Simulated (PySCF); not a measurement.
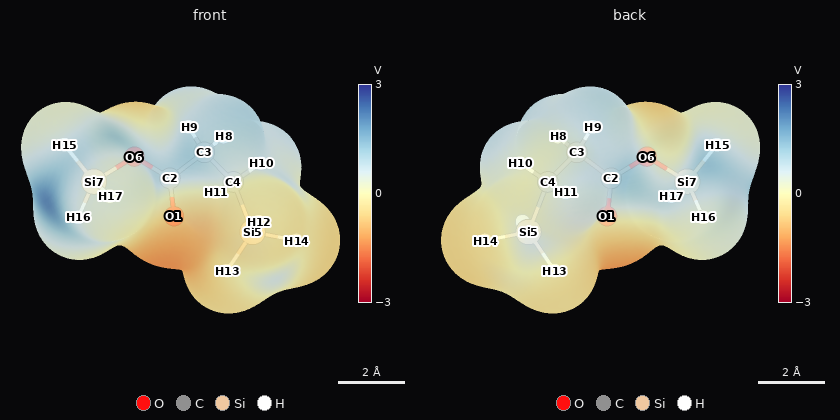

C3H10O2Si2 (SMILES O=C(CC[SiH3])O[SiH3]). The molecular electrostatic potential painted on the density surface at 0.002 e/bohr³, seen from the front and from behind; the colour scale runs from red (negative) to blue (positive).

Geometry: GFN2-xTB, NEB image 0 of 0 to 8.

Computed with PBE0/pcSseg-1, SCF density, gas phase, non-relativistic in PySCF 2.14.0.

The calculation's input:

```
{"job": {"kind": "nmr", "xc": "PBE0", "basis": "pcSseg-1", "pop": false}, "charge": 0, "multiplicity": 1}
O      0.415700     0.763200    -0.351300
C      0.627100    -0.101900     0.465600
C     -0.457900    -0.848500     1.178000
C     -1.730600    -0.865900     0.344500
Si    -2.189700     0.859500    -0.343600
O      1.853800    -0.441400     0.805300
Si     3.156300     0.338300     0.103800
H     -0.635200    -0.314900     2.117900
H     -0.098100    -1.849100     1.431400
H     -2.542000    -1.259200     0.955900
H     -1.601400    -1.560700    -0.485900
H     -1.798800     1.910800     0.592600
H     -1.760700     1.062600    -1.719600
H     -3.666300     0.851500    -0.362100
H      4.206200    -0.396400     0.794400
H      3.119700     0.111400    -1.334600
H      3.094800     1.752600     0.447000
```

Command:

```sh
OMP_NUM_THREADS=1 python probes_run.py task.json out
```

> Describe the electrostatic potential map.

The most negative region (about −1.3 V, or −30 kcal/mol for a unit charge) lies over O1, the most positive (about +2.0 V, or +46 kcal/mol for a unit charge) over Si7. O1 is the likeliest acceptor of a hydrogen bond.
